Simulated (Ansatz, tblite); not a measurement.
# In14P14 wurtzite off sphere (In₁₄P₁₄H₃₄): which spin state is lowest

Is the singlet the ground state of In14P14 wurtzite off sphere (In₁₄P₁₄H₃₄)? Other spin states are computed and compared level by level.

Computed with Ansatz 0.2.0, Gaussian basis. Level: as each input shows.

Plan: triplet, at the geometry of the singlet (GFN1-xTB, GFN2-xTB, PBE0-D4/def2-TZVP, PBE-D4/def2-TZVP); the singlet's energies come from earlier runs.

1 further run of the same task is left out (set aside as unsound or not needed).

## Step 1: The relaxed structure

The singlet was relaxed beforehand with PBE-D4/def2-SVP.

62 atoms, charge 0, spin multiplicity 1.

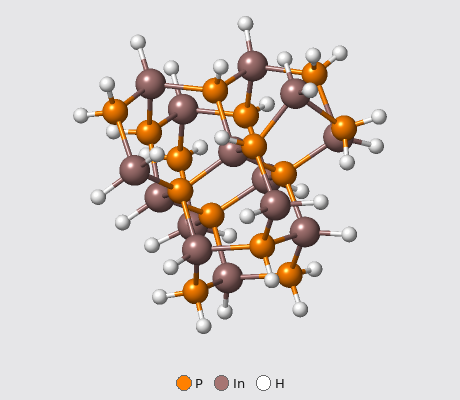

The geometry (phosphorus orange, indium brown, hydrogen white).

In takes a core potential in the def2 sets. No spin-orbit coupling is included.

## Step 2: Triplet at the fixed geometry, GFN1-xTB

Tight binding, by tblite at 300 K electronic temperature and without a spin-polarisation term:

```python
tblite.interface.Calculator('GFN1-xTB', numbers, positions, charge=0, uhf=2).singlepoint()
```

Energy -2101.2485 eV; 1.3 s.

## Step 3: Triplet at the fixed geometry, GFN2-xTB

Tight binding, by tblite at 300 K electronic temperature and without a spin-polarisation term:

```python
tblite.interface.Calculator('GFN2-xTB', numbers, positions, charge=0, uhf=2).singlepoint()
```

Energy -1899.7225 eV; 1.2 s.

## Step 4: Triplet at the fixed geometry, PBE0-D4/def2-TZVP

File in.yaml:

```yaml
crystal:
  periodic: [false, false, false]
  atoms:
    - {symbol: P, position_ang: [-1.645610, -5.079268, -0.624999]}
    - {symbol: In, position_ang: [-3.793724, -4.104291, 0.641497]}
    - {symbol: In, position_ang: [-3.712151, -2.098766, -3.299337]}
    - {symbol: P, position_ang: [-3.478161, -1.885321, -0.681175]}
    - {symbol: In, position_ang: [0.748742, -4.231994, -0.050256]}
    - {symbol: P, position_ang: [0.405013, -4.093148, 2.559634]}
    - {symbol: In, position_ang: [0.535604, -1.969977, -3.272486]}
    - {symbol: P, position_ang: [-1.569800, -0.672611, -3.928525]}
    - {symbol: P, position_ang: [0.687485, -1.775223, -0.712032]}
    - {symbol: In, position_ang: [-1.428263, -0.588154, 0.115805]}
    - {symbol: In, position_ang: [0.604621, -1.804044, 3.814653]}
    - {symbol: P, position_ang: [-1.367783, -0.552872, 2.726577]}
    - {symbol: In, position_ang: [-1.715038, 1.793351, -3.207444]}
    - {symbol: P, position_ang: [-1.513618, 1.832697, -0.654934]}
    - {symbol: In, position_ang: [-3.850270, 2.809978, -0.034404]}
    - {symbol: In, position_ang: [-1.508098, 1.777080, 3.841983]}
    - {symbol: P, position_ang: [-3.447980, 2.991893, 2.609457]}
    - {symbol: P, position_ang: [2.576360, -0.460832, -3.987252]}
    - {symbol: In, position_ang: [2.847012, -0.598112, 0.088091]}
    - {symbol: P, position_ang: [2.567797, -0.562151, 2.702423]}
    - {symbol: In, position_ang: [2.927450, 1.991583, -3.111791]}
    - {symbol: P, position_ang: [0.595896, 2.832099, -3.966643]}
    - {symbol: P, position_ang: [2.696386, 1.870896, -0.583801]}
    - {symbol: In, position_ang: [0.563124, 3.144714, 0.112661]}
    - {symbol: In, position_ang: [2.620287, 1.758871, 3.846297]}
    - {symbol: P, position_ang: [0.563307, 2.842306, 2.727386]}
    - {symbol: In, position_ang: [4.867448, 3.178785, 0.046004]}
    - {symbol: P, position_ang: [4.658339, 2.901741, 2.704169]}
    - {symbol: H, position_ang: [-1.594212, -6.510267, -0.659300]}
    - {symbol: H, position_ang: [-1.817719, -4.853057, -2.029261]}
    - {symbol: H, position_ang: [-5.171786, -5.004053, 0.084704]}
    - {symbol: H, position_ang: [-3.249020, -3.944855, 2.295434]}
    - {symbol: H, position_ang: [-3.267631, -3.747678, -3.667048]}
    - {symbol: H, position_ang: [-5.124654, -1.227762, -3.811820]}
    - {symbol: H, position_ang: [-4.527079, -1.003082, -0.259866]}
    - {symbol: H, position_ang: [2.090244, -5.251870, -0.465146]}
    - {symbol: H, position_ang: [-0.925422, -4.544750, 2.835841]}
    - {symbol: H, position_ang: [1.125939, -5.118887, 3.251556]}
    - {symbol: H, position_ang: [0.716587, -3.575168, -3.928240]}
    - {symbol: H, position_ang: [-1.533304, -0.648418, -5.362403]}
    - {symbol: H, position_ang: [0.648172, -1.981371, 5.541643]}
    - {symbol: H, position_ang: [-2.522753, -1.285581, 3.155373]}
    - {symbol: H, position_ang: [-3.002748, 2.704669, -3.943962]}
    - {symbol: H, position_ang: [-5.027202, 1.527189, -0.149183]}
    - {symbol: H, position_ang: [-3.984916, 4.453640, -0.585684]}
    - {symbol: H, position_ang: [-1.589876, 1.785361, 5.578555]}
    - {symbol: H, position_ang: [-4.641146, 2.726718, 3.357107]}
    - {symbol: H, position_ang: [-3.295927, 4.360044, 3.003935]}
    - {symbol: H, position_ang: [2.695196, -0.454240, -5.413611]}
    - {symbol: H, position_ang: [3.773068, -1.192858, -3.706297]}
    - {symbol: H, position_ang: [4.310306, -1.434276, -0.367178]}
    - {symbol: H, position_ang: [3.724734, -1.220247, 3.237508]}
    - {symbol: H, position_ang: [4.269577, 2.777873, -3.890759]}
    - {symbol: H, position_ang: [0.643607, 2.924429, -5.394506]}
    - {symbol: H, position_ang: [0.547665, 4.235881, -3.694299]}
    - {symbol: H, position_ang: [0.573290, 4.833952, -0.325248]}
    - {symbol: H, position_ang: [2.650069, 1.757751, 5.585642]}
    - {symbol: H, position_ang: [0.564307, 4.170630, 3.269724]}
    - {symbol: H, position_ang: [6.255346, 2.216002, -0.373254]}
    - {symbol: H, position_ang: [4.606459, 4.878552, -0.218782]}
    - {symbol: H, position_ang: [5.809702, 2.244707, 3.246705]}
    - {symbol: H, position_ang: [4.836771, 4.151768, 3.380559]}
basis:
  gaussian: {orbitals: def2-TZVP, fitting: {mean_field: def2-universal-jkfit}}
magnetization: {spin_polarized: true, initial_magnetization: 2}
hamiltonian: {xc: pbe0, dispersion: d4}
scf: {omitted_lower_state_checks: [starts]}
output: {orbitals: {seedname: orbitals}}
```

Launch:

```console
ansatz run in.yaml --threads 11 --pin off --events-out ev --progress --plain --max-ram 166912MiB --backend cuda --devices 0, --max-vram 75GiB
```

The program printed:

```text
Functional definition: PBE0
  name "PBE0"
  cite "Adamo & Barone, J. Chem. Phys. 110, 6158 (1999) doi:10.1063/1.478522"
  cite "Perdew, Burke & Ernzerhof, Phys. Rev. Lett. 77, 3865 (1996) doi:10.1103/PhysRevLett.77.3865"
  parent pbe
  parameter a = 0.25
  parameter kappa = 0.804
  parameter beta = 0.06672455060314922
  exchange = (1 - a)*pbe_x(kappa = kappa, mu = beta*pi^2/3) + a*exact_x
  correlation = pbe_c(beta = beta)
these checks for a lower state are left out or cut short: starts
5456 factors; integrals over basis functions are off by at most 6.2e-1 eV
mean field evaluation 1: about -202987.7606 eV, gradient 4.6e1 eV
mean field evaluation 2: about -202977.0799 eV, gradient 6.5e1 eV
mean field evaluation 4: about -202998.9077 eV, gradient 6.6e0 eV
mean field evaluation 8: about -202999.2015 eV, gradient 1.0e0 eV
mean field evaluation 16: about -202999.2306 eV, gradient 6.4e-2 eV
mean field evaluation 32: about -202999.2433 eV, gradient 8.1e-6 eV
mean field -202999.24329848 eV, -7460.0845933900 hartree, gradient 3.2e-6 eV, S^2 2.006784; 0 other end points of the search recorded, 0 dependent functions left out
reference -202999.24345254 eV, -7460.0845990518 hartree; 270, 268 occupied and 1152, 1154 virtual orbitals, 5456 factors
Total energy: -203004.04679153 eV, -7460.2611185038 hartree
Checks for a lower state left out: starts
```

Wall time 71 s (1 × H100 with 11 threads of AMD EPYC 7R13, shared host); peak host memory 2.8 GiB.

Report: HOMO -2.73 eV, LUMO -5.61 eV (over both spins; with the spin held, an empty level of the minority spin lies below the top filled one); ⟨S²⟩ 2.007 (pure: 2.00).

## Step 5: Triplet at the fixed geometry, PBE-D4/def2-TZVP

start.molden holds the orbitals of an earlier run on this state, given as this run's starting guess.

in.yaml: that of step 4 with these lines changed.

```diff
@@ -66,5 +66,5 @@
 basis:
-  gaussian: {orbitals: def2-TZVP, fitting: {mean_field: def2-universal-jkfit}}
+  gaussian: {orbitals: def2-TZVP, fitting: {mean_field: def2-universal-jkfit}, initial_orbitals: start.molden}
 magnetization: {spin_polarized: true, initial_magnetization: 2}
-hamiltonian: {xc: pbe0, dispersion: d4}
+hamiltonian: {xc: pbe, dispersion: d4}
 scf: {omitted_lower_state_checks: [starts]}
```

Launched as before.

The program printed:

```text
Functional definition: PBE
  name "PBE"
  cite "Perdew, Burke & Ernzerhof, Phys. Rev. Lett. 77, 3865 (1996) doi:10.1103/PhysRevLett.77.3865"
  parent pbe
  parameter kappa = 0.804
  parameter beta = 0.06672455060314922
  exchange = pbe_x(kappa = kappa, mu = beta*pi^2/3)
  correlation = pbe_c(beta = beta)
these checks for a lower state are left out or cut short: starts
5456 factors; integrals over basis functions are off by at most 6.2e-1 eV
mean field evaluation 1: about -202986.3001 eV, gradient 2.1e1 eV
mean field evaluation 2: about -202987.3486 eV, gradient 1.4e0 eV
mean field evaluation 4: about -202987.4406 eV, gradient 3.5e-1 eV
mean field evaluation 8: about -202987.4655 eV, gradient 4.4e-2 eV
mean field evaluation 16: about -202987.4655 eV, gradient 2.2e-5 eV
mean field -202987.46553648 eV, -7459.6517686198 hartree, gradient 2.9e-6 eV, S^2 2.001679; 0 other end points of the search recorded, 0 dependent functions left out
reference -202987.46574441 eV, -7459.6517762610 hartree; 270, 268 occupied and 1152, 1154 virtual orbitals, 5456 factors
Total energy: -202992.65814296 eV, -7459.8425933883 hartree
Checks for a lower state left out: starts
```

Wall time 25 s (1 × H100 with 11 threads of AMD EPYC 7R13, shared host); peak host memory 2.6 GiB.

Report: HOMO -2.53 eV, LUMO -5.71 eV (over both spins; with the spin held, an empty level of the minority spin lies below the top filled one); ⟨S²⟩ 2.002 (pure: 2.00).

## Step 6: Triplet less singlet, vertical

The singlet's energies are those of its earlier runs, whose logs aren't repeated here.

| level | triplet less singlet, vertical (eV) | time |
| --- | --- | --- |
| GFN1-xTB | +2.786 | 2.3 s |
| GFN2-xTB | +2.857 | 2.1 s |
| PBE-D4/def2-TZVP | +3.204 | 37 s |
| PBE0-D4/def2-TZVP | +3.938 | 85 s |

Times add the two runs; a level without a time comes out of a correlated run. Tight binding without a spin term can't rank spin states.

## Step 7: Results

| quantity | value |
| --- | --- |
| triplet less singlet, vertical, functionals in def2-TZVP | +3.204 (PBE-D4) to +3.938 eV (PBE0-D4) |

What this shows: All functionals put the triplet above the singlet, over a spread of 0.734 eV. The checks for a lower triplet were left out, so another state of that spin may lie lower. These are electronic energies, without zero-point motion, entropy or surroundings.
